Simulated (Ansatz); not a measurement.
```
Lu C
1.0
     4.88835    0.00000    0.00000
     0.00000    4.88835    0.00000
     0.00000    0.00000    4.88835
Lu C
4 3
Direct
  0.50000 0.00000 0.00000
  0.00000 0.50000 0.00000
  0.00000 0.00000 0.50000
  0.50000 0.50000 0.50000
  0.00000 0.50000 0.50000
  0.50000 0.00000 0.50000
  0.50000 0.50000 0.00000
```

Space group Pm-3m; a structure generated by program, which may or may not match a known phase.

Theory: DFT PBE, scalar-relativistic, plane waves, PAW in Ansatz 0.2.0.

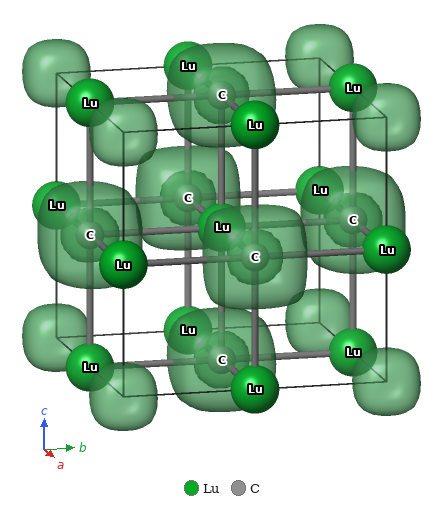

Lu$_{4}$C$_{3}$. Isosurface of the electron localisation function at 0.7 (green), seen slightly off an axis. Only the valence region is drawn (cores and ρ < 0.01 e/Å³ removed). Sticks mark near contacts.

**Where are the electrons localised?**

The ELF exceeds this value in three regions wrapped around C (the valence shell of each) and one pocket between the atoms, centred on no nucleus (multi-centre or interstitial), counted in one cell of 7 atoms. Any copies at cell faces, edges or corners count once.

Values along the shortest contacts:
Lu–C (2.44 Å): the ELF peaks at about 0.80 in the valence shell of C, 0.7 Å from its nucleus, and is about 0.20 at the midpoint; no localised pair shows between them.
